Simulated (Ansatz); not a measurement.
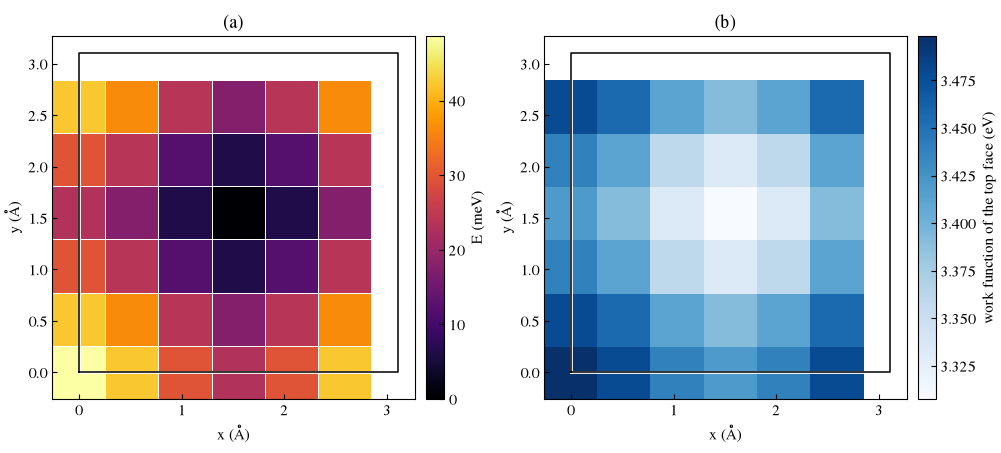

CO on a TaN(100) slab cut from the Fm-3m phase, its upper half relaxed before the scan (24 atoms of substrate and one adsorbate in a 2 × 2 cell). 
- CO (O end down) is moved over the surface cell at a fixed height above a rigid substrate; the origin of the map has the adsorbate above N21; the height is held at 3.00 Å.
- Places are given modulo a cell vector. The map is drawn in real space over the plane of the surface.
- Grid: 6 × 6 points; 10 points were computed and 26 follow by symmetry.
- Places are given in fractions of the 1 × 1 surface cell.
- All energies are given in meV relative to the lowest grid point.
- At a fixed height the lowest place need not be the adsorption site.
- Theory: DFT PBE+D3(BJ), scalar-relativistic, plane waves, PAW (Ansatz). Settings: cutoff 420 eV, k-mesh 5×5×1, gaussian smearing 0.1 eV, no spin polarisation.

Panel (a) is the energy; panel (b) is the computed work function of the top face, in eV.

In the figure: one coloured cell a grid point, the outline of one cell of the plane.

Question: How does the work function of the top face vary over the map, and what is it at the lowest grid point?

Answer: It runs from 3.31 eV at the top site over a surface Ta atom, (3/6, 3/6) of the cell vectors to 3.50 eV at the top site over a surface N atom, (0/6, 0/6) of the cell vectors. At the lowest grid point, the top site over a surface Ta atom, (3/6, 3/6) of the cell vectors, it is 3.31 eV.

| second ↓, first → | 0/6 | 1/6 | 2/6 | 3/6 | 4/6 | 5/6 |
| --- | --- | --- | --- | --- | --- | --- |
| 5/6 | 3.48 | 3.46 | 3.41 | 3.39 | 3.41 | 3.46 |
| 4/6 | 3.44 | 3.41 | 3.36 | 3.33 | 3.36 | 3.41 |
| 3/6 | 3.42 | 3.39 | 3.33 | 3.31 | 3.33 | 3.39 |
| 2/6 | 3.44 | 3.41 | 3.36 | 3.33 | 3.36 | 3.41 |
| 1/6 | 3.48 | 3.46 | 3.41 | 3.39 | 3.41 | 3.46 |
| 0/6 | 3.50 | 3.48 | 3.44 | 3.42 | 3.44 | 3.48 |

PAW datasets: the set soft_1.
